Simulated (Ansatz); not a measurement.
```yaml
crystal:
  lattice:
    - [5.67665, -1.72924, 0.05906]
    - [5.67665, 1.72924, 0.05906]
    - [-1.81693, 0.00000, 5.47938]
  atoms:
    - { symbol: Zn, position: [0.67401, 0.67355, 0.84151] }
    - { symbol: Zn, position: [0.67355, 0.67401, 0.34151] }
    - { symbol: Zn, position: [0.32599, 0.32645, 0.15849] }
    - { symbol: Zn, position: [0.32645, 0.32599, 0.65849] }
    - { symbol: B, position: [0.99999, 0.00001, 0.75000] }
    - { symbol: B, position: [0.00001, 0.99999, 0.25000] }
    - { symbol: B, position: [0.25543, 0.74545, 0.00025] }
    - { symbol: B, position: [0.25455, 0.74457, 0.49975] }
    - { symbol: B, position: [0.74457, 0.25455, 0.99975] }
    - { symbol: B, position: [0.74545, 0.25543, 0.50025] }
```

Space group C2/m; a generated structure, not necessarily the stable one; computed pressure about −2 GPa in this cell.

Level of theory: DFT r2SCAN, scalar-relativistic, plane waves, PAW (Ansatz 0.2.0).

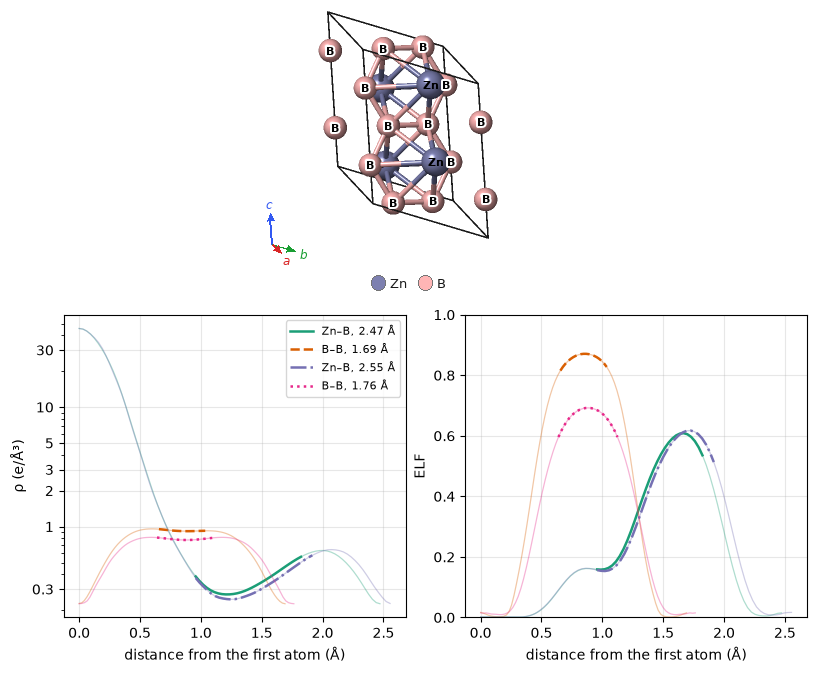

Zn₂B₃. Valence electron density and electron localisation function along straight lines between neighbouring atoms. Thin, pale parts lie inside the atomic spheres. The structure is drawn too.

Core electrons are frozen (PAW), and the valence fields are smoothed inside the atomic spheres.

Compare the contacts.

Answer. Zn–B (2.47 Å): the density is about 0.27 e/Å³ at the midpoint; the ELF peaks at about 0.60 in the valence shell of B, 0.8 Å from its nucleus, and is about 0.30 at the midpoint.
B–B (1.69 Å): ρ is about 0.92 e/Å³ halfway; the ELF peaks at about 0.85 between the atoms.
Zn–B (2.55 Å): the density is about 0.25 e/Å³ at the midpoint; the ELF peaks at about 0.60 in the valence shell of B, 0.8 Å from its nucleus, and drops to about 0.15 between the two atoms.
B–B (1.76 Å): the density is about 0.77 e/Å³ at the midpoint; the ELF peaks at about 0.70 between the atoms.
